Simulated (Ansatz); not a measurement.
**One shape, several levels: SiH3OF (SMILES O[SiH2]F)**

We compute a comparison of 6 runs (UHF/STO-3G, BHLYP/STO-3G, PBE/STO-3G, r2SCAN/STO-3G, wB97M-V/STO-3G, FCI/STO-3G) of SiH3OF. 

Program for the calculation: Ansatz 0.2.0.

71 further runs of the same task are left out: 10 that didn't finish, 61 set aside as unsound or not needed.

## Step 1: The structure to begin with

SiH3OF has 6 atoms, charge 0, and is taken as a singlet. As SMILES, `O[SiH2]F`. The F3–Si2 distance was set to 1.995 Å, away from the relaxed value.

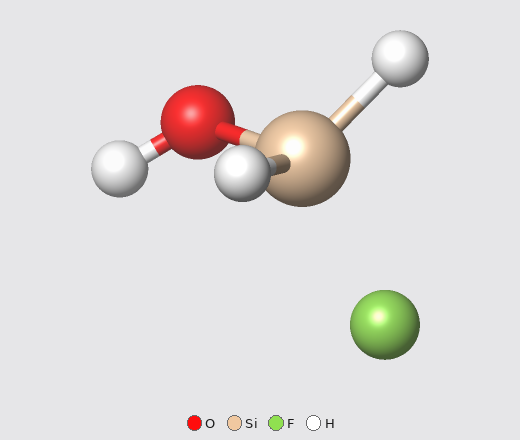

The structure, seen from a chosen angle (oxygen red, silicon light orange, fluorine green, hydrogen white).

## Step 2: The energy at UHF/STO-3G (run 1)

Input file job.yaml:

```yaml
crystal:
  periodic: [false, false, false]
  atoms:
    - symbol: O
      position_ang: [-0.804122, 0.019189, -1.247594]
    - symbol: Si
      position_ang: [0.427678, 0.219089, -0.199594]
    - symbol: F
      position_ang: [0.180800, -0.922800, 1.417800]
    - symbol: H
      position_ang: [-1.664822, 0.378589, -1.029094]
    - symbol: H
      position_ang: [1.644978, -0.230111, -0.899294]
    - symbol: H
      position_ang: [0.504478, 1.613989, 0.294106]
basis:
  gaussian: {orbitals: STO-3G}
total_charge: 0
magnetization: {spin_polarized: true, initial_magnetization: 0}
hamiltonian: {xc: hf}
accuracy: high
```

Command:

```console
$ ansatz run job.yaml --threads 1 --pin off --max-ram 2610MiB --events-out events.jsonl --progress --plain --runs-dir runs
```

What it wrote:

```text
Warning: RAYON_NUM_THREADS=1 ignored (pool sized by the plan → 1); use --threads N
Functional definition: HF
  name "HF"
  exchange = exact_x
  correlation = 0
406 factors; integrals over basis functions are off by at most 3.7e-8 eV
mean field evaluation 1: about -12490.8466 eV, gradient 1.9e1 eV
mean field evaluation 2: about -12490.8920 eV, gradient 1.9e1 eV
mean field evaluation 4: about -12494.8967 eV, gradient 1.1e0 eV
mean field evaluation 8: about -12494.9070 eV, gradient 1.6e-5 eV
mean field evaluation 16: about -12494.9136 eV, gradient 1.4e-1 eV
mean field evaluation 32: about -12494.6923 eV, gradient 2.3e0 eV
mean field evaluation 64: about -12494.9070 eV, gradient 1.3e-3 eV
mean field -12494.91472071 eV, -459.1796466288 hartree, gradient 5.8e-8 eV, S^2 0.075904; 2 other end points of the search recorded, 0 dependent functions left out
reference -12494.91472071 eV, -459.1796466288 hartree; 17, 17 occupied and 5, 5 virtual orbitals, 406 factors
Total energy: -12494.91472071 eV, -459.1796466288 hartree
```

Run time: 0.3 s. Hardware: 1 thread of Arm Neoverse V1, shared host.

## Step 3: A single-point energy at BHLYP/STO-3G (run 2)

Input file run.yaml:

```yaml
basis:
  gaussian:
    orbitals: STO-3G
crystal:
  periodic: [false, false, false]
  atoms:
    - {symbol: O, position_ang: [-0.804122, 0.019189, -1.247594]}
    - {symbol: Si, position_ang: [0.427678, 0.219089, -0.199594]}
    - {symbol: F, position_ang: [0.180800, -0.922800, 1.417800]}
    - {symbol: H, position_ang: [-1.664822, 0.378589, -1.029094]}
    - {symbol: H, position_ang: [1.644978, -0.230111, -0.899294]}
    - {symbol: H, position_ang: [0.504478, 1.613989, 0.294106]}
hamiltonian:
  xc: {name: BHLYP}
accuracy: high
```

Command:

```console
$ ansatz run run.yaml --threads 1 --pin off --max-ram 2610MiB --events-out events.jsonl --progress --plain --runs-dir runs
```

What it wrote:

```text
Warning: RAYON_NUM_THREADS=1 ignored (pool sized by the plan → 1); use --threads N
Functional definition: BHLYP
  name "BHLYP"
  parameter a = 0.5
  exchange = (1 - a)*b88_x + a*exact_x
  correlation = lyp_c
406 factors; integrals over basis functions are off by at most 3.7e-8 eV
mean field evaluation 1: about -12524.2770 eV, gradient 2.8e1 eV
mean field evaluation 2: about -12525.4518 eV, gradient 2.6e1 eV
mean field evaluation 4: about -12528.1527 eV, gradient 1.2e0 eV
mean field evaluation 8: about -12528.1607 eV, gradient 4.1e-3 eV
mean field evaluation 16: about -12528.1607 eV, gradient 1.0e-7 eV
mean field -12528.16066187 eV, -460.4014124315 hartree, gradient 2.6e-8 eV, S^2 0.000000; 0 other end points of the search recorded, 0 dependent functions left out
reference -12528.16067958 eV, -460.4014130823 hartree; 17, 17 occupied and 5, 5 virtual orbitals, 406 factors
Total energy: -12528.16067958 eV, -460.4014130823 hartree
```

Run time: 1.3 s. Hardware: 1 thread of Arm Neoverse V1, shared host; peak memory 0.099 GiB.

## Step 4: A single-point energy at PBE/STO-3G (run 3)

run.yaml: that of step 3 with these lines changed.

```diff
@@ -1,4 +1 @@
-basis:
-  gaussian:
-    orbitals: STO-3G
 crystal:
@@ -12,4 +9,7 @@
     - {symbol: H, position_ang: [0.504478, 1.613989, 0.294106]}
+basis:
+  gaussian:
+    orbitals: STO-3G
 hamiltonian:
-  xc: {name: BHLYP}
+  xc: {name: PBE}
 accuracy: high
```

Command:

```console
$ ansatz run run.yaml --threads 1 --pin off --max-ram 2610MiB --events-out events.jsonl --progress --plain --runs-dir runs
```

What it wrote:

```text
Warning: RAYON_NUM_THREADS=1 ignored (pool sized by the plan → 1); use --threads N
Functional definition: PBE
  name "PBE"
  parameter kappa = 0.804
  parameter beta = 0.06672455060314922
  exchange = pbe_x(kappa = kappa, mu = beta*pi^2/3)
  correlation = pbe_c(beta = beta)
406 factors; integrals over basis functions are off by at most 3.7e-8 eV
mean field evaluation 1: about -12517.3865 eV, gradient 2.8e1 eV
mean field evaluation 2: about -12506.3032 eV, gradient 6.4e1 eV
mean field evaluation 4: about -12520.2526 eV, gradient 7.5e0 eV
mean field evaluation 8: about -12520.4061 eV, gradient 4.9e-2 eV
mean field evaluation 16: about -12520.4061 eV, gradient 2.5e-7 eV
mean field -12520.40610738 eV, -460.1164378102 hartree, gradient 1.5e-8 eV, S^2 0.000000; 0 other end points of the search recorded, 0 dependent functions left out
reference -12520.40610914 eV, -460.1164378747 hartree; 17, 17 occupied and 5, 5 virtual orbitals, 406 factors
Total energy: -12520.40610914 eV, -460.1164378747 hartree
```

Run time: 1.4 s. Hardware: 1 thread of Arm Neoverse V1, shared host; peak memory 0.1 GiB.

Runs 4 to 5 aren't shown in full; the table further down has their settings and results.

## Step 5: A single-point energy at FCI/STO-3G (run 6)

Input file input.yaml:

```yaml
basis:
  gaussian:
    orbitals: STO-3G
crystal:
  periodic: [false, false, false]
  atoms:
    - {symbol: O, position_ang: [-0.804122, 0.019189, -1.247594]}
    - {symbol: Si, position_ang: [0.427678, 0.219089, -0.199594]}
    - {symbol: F, position_ang: [0.180800, -0.922800, 1.417800]}
    - {symbol: H, position_ang: [-1.664822, 0.378589, -1.029094]}
    - {symbol: H, position_ang: [1.644978, -0.230111, -0.899294]}
    - {symbol: H, position_ang: [0.504478, 1.613989, 0.294106]}
correlation:
  method: fci
  frozen_orbitals: {F: 1, H: 0, O: 1, Si: 5}
accuracy: high
```

Command:

```console
$ ansatz run input.yaml --threads 1 --pin off --max-ram 2610MiB --events-out events.jsonl --progress --plain --runs-dir runs
```

What it wrote:

```text
Warning: RAYON_NUM_THREADS=1 ignored (pool sized by the plan → 1); use --threads N
Functional definition: HF
  name "HF"
  exchange = exact_x
  correlation = 0
406 factors; integrals over basis functions are off by at most 3.7e-8 eV
mean field evaluation 1: about -12490.8466 eV, gradient 2.6e1 eV
mean field evaluation 2: about -12490.8920 eV, gradient 2.6e1 eV
mean field evaluation 4: about -12494.8968 eV, gradient 1.5e0 eV
mean field evaluation 8: about -12494.9070 eV, gradient 2.8e-4 eV
mean field -12494.90699928 eV, -459.1793628714 hartree, gradient 1.3e-8 eV, S^2 0.000000; 0 other end points of the search recorded, 0 dependent functions left out; unrestricted orbitals would lower it
mean field evaluation 16: about -12494.9013 eV, gradient 3.4e-1 eV
7 core orbitals not correlated: weight in the atoms' cores, before any rotation towards them, 1.000 or more for the frozen orbitals, at most 0.000 for the correlated occupied ones
reference -12494.90699928 eV, -459.1793628714 hartree; 10, 10 occupied and 5, 5 virtual orbitals, 406 factors
state -12498.66776255 eV, -459.3175683725 hartree
Total energy: -12498.66776255 eV, -459.3175683725 hartree
```

Run time: 51 s. Hardware: 1 thread of Arm Neoverse V1, shared host; peak memory 0.72 GiB.

## Step 6: Overview of the runs

| run | level | frozen core orbitals | energy (Eh) | wall time |
| --- | --- | --- | --- | --- |
| 1 | UHF/STO-3G | – | -459.179647 | 0.3 s |
| 2 | BHLYP/STO-3G | – | -460.401413 | 1.3 s |
| 3 | PBE/STO-3G | – | -460.116438 | 1.4 s |
| 4 | r2SCAN/STO-3G | – | -460.387379 | 3.6 s |
| 5 | wB97M-V/STO-3G | – | -460.479296 | 24 s |
| 6 | FCI/STO-3G | 7 | -459.317568 | 51 s |

## Step 7: What came out

```
                                          quantity          value
                               run 6: total energy  -459.31757 Eh
run 6: correlation energy (7 core orbitals frozen)     -138.2 mEh
```

**Reading.** Against full CI in this basis: UHF +137.9 mEh. Totals of different functionals can't be ranked against each other. In runs 1, 2, 3, 4, 5, 6 the basis is minimal, so the values are rough. All runs together took 82 s, the longest 51 s.
